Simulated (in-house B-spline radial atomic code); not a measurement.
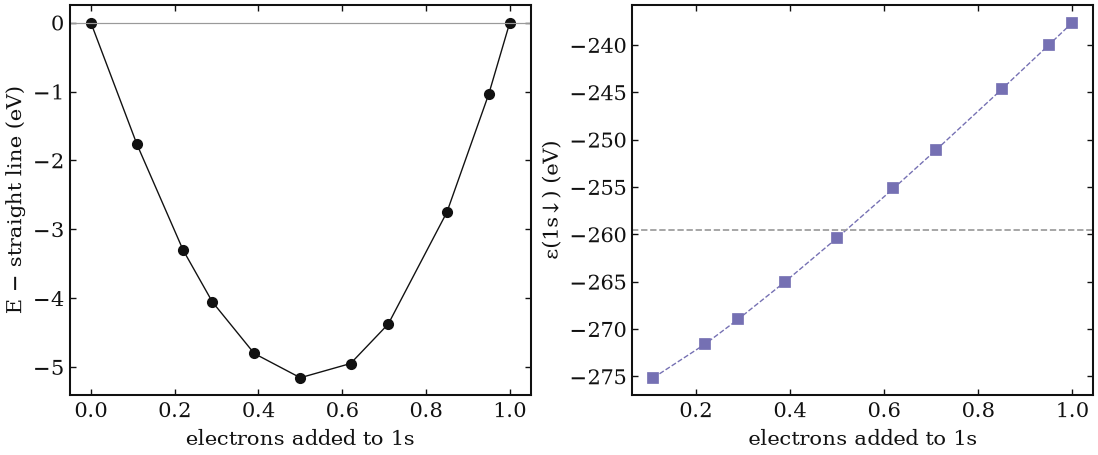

Theory: non-relativistic B3LYP, spin-polarised, spherical fractional occupations, point nucleus, basis-set limit (computed with an in-house B-spline radial code). The occupation of the 1s shell is varied from B⁴⁺ (1s1 (high spin)) to B³⁺ (1s2), with spherical fractional occupations. The plot shows the total energy less the straight line between the end points, and the eigenvalue of 1s↓ (the dashed line is minus the energy to take the whole electron out).

Describe the curve.

Answer. The curve is convex (below the straight line), with the largest deviation among the points computed, −5.15 eV, at 0.5. The end points differ by 259.5 eV, the energy to take the electron out. The eigenvalue, which is the slope of the energy (Janak's theorem), moves from −275.1 eV at 0.11 to −237.6 eV at 1; for a straight line it would stay constant, and a parabola would sag by an eighth of this change, scaled to a whole electron, 5.27 eV. Convexity is the delocalisation error: fractional charges are too low in energy. Exact exchange at spherical fractional occupations leaves self-interaction in partly filled shells, which adds to the curvature.
